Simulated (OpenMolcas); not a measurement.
**C2HF2 (SMILES [CH]=C(F)F): the dipole moment, rung by rung**

C2HF2 has 5 atoms, charge 0, and is taken as a doublet. SMILES: `[CH]=C(F)F`. Geometry: relaxed at PBE0-D4/def2-TZVP.

Each level gives the dipole moment (D). The values are calculated.

| level | kind | program | value (D) | CPU time |
| --- | --- | --- | --- | --- |
| ROHF/aug-cc-pVDZ (RICD fitting) | Hartree–Fock | OpenMolcas | 1.57 | 11 s |
| UHF/aug-cc-pVDZ | Hartree–Fock | OpenMolcas | 1.66 | 16 s |
| U-revPBE/aug-cc-pVDZ | GGA | OpenMolcas | 1.09 | 52 s |
| UPBE/aug-cc-pVDZ | GGA | OpenMolcas | 1.11 | 52 s |
| U-r2SCAN/aug-cc-pVDZ | meta-GGA | OpenMolcas | 1.18 | 72 s |
| UM06-L/aug-cc-pVDZ | meta-GGA | OpenMolcas | 1.14 | 78 s |
| UTPSS/aug-cc-pVDZ | meta-GGA | OpenMolcas | 1.18 | 74 s |
| UPBE0/aug-cc-pVDZ | global hybrid | OpenMolcas | 1.28 | 53 s |

The values span 1.09 to 1.66 D. Spin contamination of the reference (⟨S²⟩ at least 0.1 too high) touches UHF/aug-cc-pVDZ. Magnitudes only. Times are those of the runs behind each value, whatever else they computed, on shared processors of several kinds: orders of magnitude only.

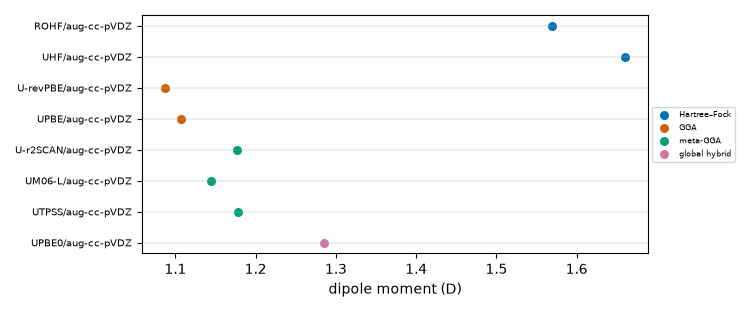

The values of the table, level by level.
